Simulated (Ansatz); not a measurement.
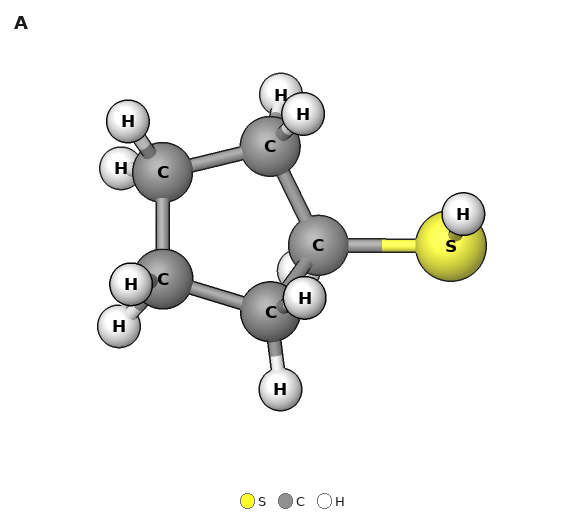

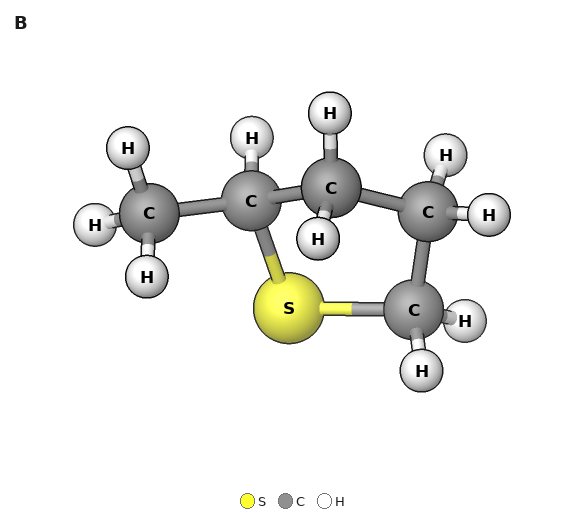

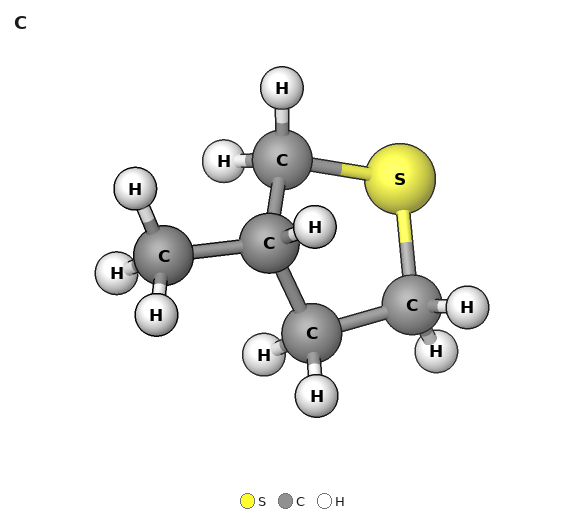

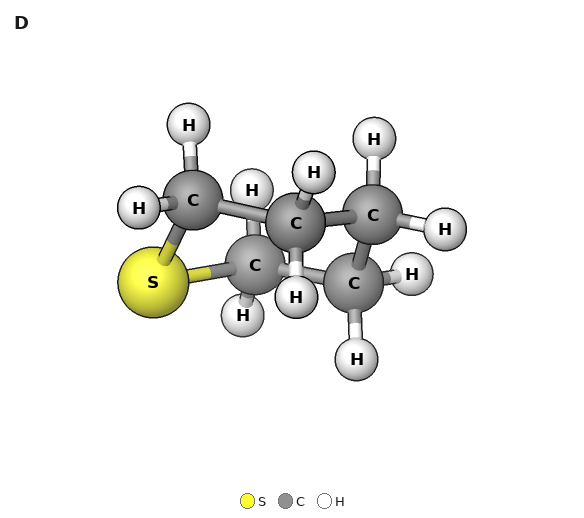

4 stationary structures of one formula. Geometries: PBE0-D4/def2-TZVP. Electronic energies: PBE-QIDH (frozen core)/def2-TZVPP (Ansatz 0.2.0), without zero-point energy.

**Which is lowest in energy, and by how much?**

D is lowest (a minimum); B lies 0.3 kcal/mol above it (a minimum), C lies 0.6 kcal/mol above it (a minimum), A lies 4.6 kcal/mol above it (a minimum). A is `SC1CCCC1`, B is `C[C@H]1CCCS1`, C is `C[C@H]1CCSC1`, D is `C1CCSCC1`.
